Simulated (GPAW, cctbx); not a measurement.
# How far are the atoms of GaAs2Pb from free atoms?

Question: by how much does bonding change the X-ray structure factors of GaAs2Pb, how firmly does DFT give the change, and what does a routine refinement make of it?

The start was made by putting kin elements into a known structure type; the compound need not exist, or be stable, in this form. All numbers below are calculated.

## 1. Find the equilibrium geometry

The density hangs on the geometry, so cell and atoms are relaxed first, with the symmetry held. The cutoff is set higher than for the density because stress converges slowly with plane waves.

Settings: GPAW 26.7.0, PBE, 570 eV, 5×5×5 k-points, Fermi–Dirac width 0.1 eV, BFGS to 0.03 eV/Å.

```text
cell
1.0
    -2.171000000    3.760282303    0.000000000
    -4.342000000    0.000000000    0.000000000
    -2.171000000    1.253427434    7.280000000
Pb As Ga
1 2 1
Direct
0.992100000 0.992100000 0.023700000
0.378966667 0.378966667 0.863099999
0.871200000 0.871200000 0.386400000
0.509666667 0.509666667 0.470999999
```

```console
$ OMP_NUM_THREADS=1 mpirun -n 4 gpaw python run.py > gpaw.log
```

```text
BFGS:    0      -15.811388        1.158301
BFGS:    1      -15.865330        0.930800
BFGS:    2      -16.097058        0.647107
BFGS:    3      -16.126218        0.347892
...
BFGS:   14      -16.150508        0.049000
BFGS:   15      -16.150882        0.035669
BFGS:   16      -16.150972        0.023505
cell  4.2915 4.2915 7.8627  74.16 74.16 60.00
volume 119.018 A^3, largest force 0.023 eV/A, largest stress 0.04 GPa
```

After 16 steps the volume has changed by +0.1 % and the energy by -0.340 eV; the largest stress left is 0.04 GPa. It took 4.2 min on 4 cores of Intel(R) Xeon(R) Platinum 8488C (Sapphire Rapids) (shared host), peak memory 1.6 GiB.

Relaxed structure: R3m (no. 160), a = 4.2915 Å, b = 4.2915 Å, c = 22.3862 Å, α = 90.00°, β = 90.00°, γ = 120.00°.

| atom | mult. | x | y | z |
| --- | --- | --- | --- | --- |
| Pb1 | 3 | 0 | 0 | 0.0020 |
| As1 | 3 | 1/3 | 2/3 | 0.2786 |
| As2 | 3 | 0 | 0 | 0.1348 |
| Ga1 | 3 | 1/3 | 2/3 | 0.1660 |

## 2. Density and charge transfer

X-rays see the whole electron density, so the PAW density is rebuilt with its core regions. Subtracting spherical free atoms from the same code cancels the cores and leaves the deformation density Δρ, the part due to bonding.

Settings: PBE, 450 eV, 6×6×6 k-points, Fermi–Dirac width 0.1 eV; primitive cell of 4 atoms.

```console
$ OMP_NUM_THREADS=1 mpirun -n 4 gpaw python run.py > gpaw.log
```

```text
|iter:   1|       0s |  -16.349133 | -0.19 |       |
|iter:   2|       1s |  -16.291343 | -2.03 | -1.14 |
|iter:   3|       2s |  -16.117675 | -2.04 | -1.18 |
...
|iter:   8|      10s |  -16.108217c| -5.74 | -3.25 |
|iter:   9|      11s |  -16.108218c| -6.82 | -4.08c|
|iter:  10|      12s |  -16.108219c| -7.82c| -4.71c|
```

```text
gpts.py:43: UserWarning: Initial realspace grid (21,21,40) inconsistent with symmetries.
gpts.py:43: UserWarning: Initial realspace grid (21,21,40) inconsistent with symmetries.
gpts.py:43: UserWarning: Initial realspace grid (21,21,40) inconsistent with symmetries.
gpts.py:43: UserWarning: Initial realspace grid (21,21,40) inconsistent with symmetries.
gpts.py:70: UserWarning: Using symmetrized grid: (40,40,40).
gpts.py:70: UserWarning: Using symmetrized grid: (40,40,40).
gpts.py:70: UserWarning: Using symmetrized grid: (40,40,40).
gpts.py:70: UserWarning: Using symmetrized grid: (40,40,40).
grid (80, 80, 80)  electrons 179.000  moved by bonding 0.800 e
deformation density beyond 0.5 A of the nuclei: max 0.108, min -0.052 e/A^3
atom        x       y       z   Voronoi charge  moment
Pb1    0.9980  0.9980  0.0059      0.197       0.00
As2    0.3881  0.3881  0.8358     -0.175       0.00
As3    0.8652  0.8652  0.4045     -0.144       0.00
Ga4    0.5007  0.5007  0.4979      0.122       0.00
mean inner potential of superposed free atoms 14.053 V
total magnetic moment 0.000 muB
```

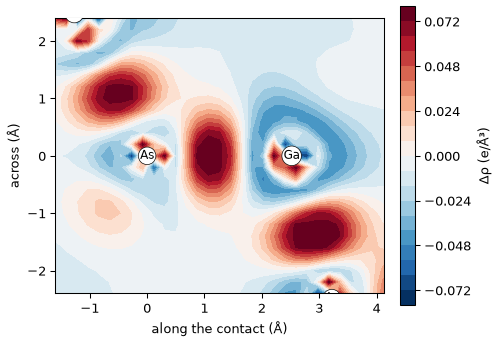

Deformation density in a plane through the shortest contact of the As atom at the origin; red gains electrons, blue loses them.

As gains most (-0.16 e) and Pb loses most (+0.20 e), in averages over each element's sites, which isn't the order of electronegativity: valence and coordination count too, and Voronoi cells cut space at the midplane whatever the atoms' sizes. Such charges fall far short of formal ones, since overlapping free atoms already put density on their neighbours. Along the shortest contact from the As atom at the map's origin, As–Ga at 2.52 Å, Δρ is +0.09 e/Å³ at the midpoint and highest, +0.10, 1.13 Å from As (points within 0.5 Å of a nucleus left out): a bond charge, the mark of covalency. At the midpoints of other shortest contacts it is +0.07 (Pb–As, 2.78 Å) e/Å³. Point values carry grid noise of about 0.01 e/Å³. The run needed 10 iterations, 24 s.

## 3. From the density to structure factors

The Fourier components of Δρ, added to those of the free atoms, give the static X-ray structure factors; the Mott–Bethe relation turns them into the Fourier components V of the potential that fast electrons feel.

```text
static structure factors of the conventional cell: F in electrons, V (Mott-Bethe) in volts
   h  k  l      d  |F| table  |F| free   |F| DFT   change   |V| free  |V| DFT  change %
   0  0  3  7.4621   121.474   121.307   121.178   -0.130     1.531    1.594      4.1
   0  0  6  3.7310   329.454   329.382   329.864    0.482     6.592    6.488     -1.6
   1  0  1  3.6664   134.202   133.944   133.955    0.011     1.683    1.681     -0.2
   1  0 -2  3.5272   353.873   353.832   354.488    0.656     7.030    6.912     -1.7
   1  0  4  3.0960   137.902   137.687   137.195   -0.492     1.530    1.589      3.9
   1  0 -5  2.8597   177.587   177.495   177.534    0.040     2.608    2.604     -0.1
   0  0  9  2.4874   122.331   122.331   122.227   -0.105     1.913    1.925      0.6
   1  0  7  2.4241   201.394   201.442   201.450    0.008     2.958    2.957     -0.0
   1  0 -8  2.2355   401.264   401.013   400.731   -0.282     6.567    6.586      0.3
   1  1  0  2.1457   421.866   421.543   420.986   -0.557     6.824    6.857      0.5
   1  1  3  2.0622   105.668   105.871   106.010    0.139     0.969    0.962     -0.7
   1  0 10  1.9176   300.981   300.613   300.135   -0.478     4.372    4.395      0.5
   0  0 12  1.8655   169.690   169.500   169.318   -0.182     1.973    1.983      0.5
   1  1  6  1.8601   277.158   276.772   276.171   -0.602     3.983    4.011      0.7
```

The largest X-ray change is +0.66 e on 1 0 -2, 0.2 % of |F|. For electrons V goes as (Z − F)/g², so a change of F counts against Z − F, which is small at low angle and wherever the atoms' terms cancel: |V| of 003 moves by +4.1 % (1.53 to 1.59 V) against -0.1 % in |F|. The last three rows still change by up to 0.60 e; the table stops while the angles are still low. The tabulated Hartree–Fock atoms differ from the free DFT atoms by up to 0.39 e, so the choice of reference atom matters too.

## 4. Which functional?

The same geometry is run with other functionals, to see whether the bonding signal is larger than the spread between approximations. Free atoms are LDA for LDA and PBE otherwise. Any other changed setting is in the row's label.

```csv
run,ΔF 1 0 -2 (e),ΔF 110 (e),ΔF 104 (e),q(As) (e),moved (e),time
PBE,+0.656,-0.557,-0.492,-0.159,0.800,24 s
LDA,+0.573,-0.529,-0.450,-0.144,0.748,23 s
RPBE,+0.706,-0.581,-0.501,-0.171,0.860,25 s
```

At the base's settings ΔF(1 0 -2) spans +0.573 to +0.706 e, a spread of 20 % of the PBE value; over the three listed reflections the spread is at most 20 %, so sign and size hold across the functionals. Times are from shared hosts.

## 5. Refining ordinary atoms against data with bonding

Routine crystallography fits spherical atoms. To see the bias, intensities are simulated from tabulated atoms plus the DFT change ΔF, so that bonding alone can misfit (7800 reflections of the full sphere, merged to the counts below, to 0.4 Å, 1.5 % proportional noise plus counting noise, assumed isotropic U as listed, Δρ smeared by the mean U) and refined with cctbx over different ranges.

| range | data | R1 | GooF | U Pb1 (true 0.0065) | U As1 (true 0.0093) | U As2 (true 0.0093) | U Ga1 (true 0.0095) | largest shift (Å) | Δρ max, min (e/Å³) |
| --- | --- | --- | --- | --- | --- | --- | --- | --- | --- |
| all data | 1585 | 0.0056 | 0.95 | 0.0065 | 0.0093 | 0.0093 | 0.0095 | 0.0002 | 0.37, -0.53 |
| low resolution, d > 0.84 | 206 | 0.0041 | 0.91 | 0.0065 | 0.0093 | 0.0093 | 0.0093 | 0.0027 | 0.17, -0.23 |
| high order, d < 0.75 | 1307 | 0.0063 | 0.96 | 0.0065 | 0.0093 | 0.0093 | 0.0095 | 0.0004 | 0.32, -0.29 |
| occupancies free, d > 0.7 | 339 | 0.0042 | 0.94 | 0.0065 | 0.0094 | 0.0093 | 0.0095 | 0.0020 | 0.18, -0.34 |

With all data GooF is 0.95, so at this noise the bonding hardly shows; the top residual peak, near noise level, lies 0.82 Å from Pb and 2.15 Å from As. No U is off by more than 3 s.u. at low resolution. With Pb1 held at 1 and the scale free, the other occupancies refine to As1 1.000(0.003), As2 1.000(0.002) and Ga1 1.000(0.002), within three s.u. of full.

## 6. Answer

Bonding moves 0.80 e in the primitive cell of GaAs2Pb and changes the structure factors of the conventional cell in the table above by at most 0.66 e (1 0 -2, 0.2 %), and among reflections above 2 % of the strongest by up to 0.4 % (104). The shortest bond, As–Ga, has Δρ = +0.09 e/Å³ at its midpoint, a covalent bond charge. At the base's settings ΔF(1 0 -2) spans +0.573 to +0.706 e, a spread of 20 % of the PBE value; over the three listed reflections the spread is at most 20 %, so sign and size hold across the functionals. With all data GooF is 0.95, so at this noise the bonding hardly shows. Limits: static density, frozen cores, no spin–orbit coupling.

[Outputs are excerpts: Python notices, other lines and further rows are left out; steps that failed or that the build refused (PBEsol, TPSS) are not shown.]

[Logs are printed without paths, hosts, clocks, repeated set-up lines and the standing remarks that a program may print on its own settings, such as how far it seeks lower states.]
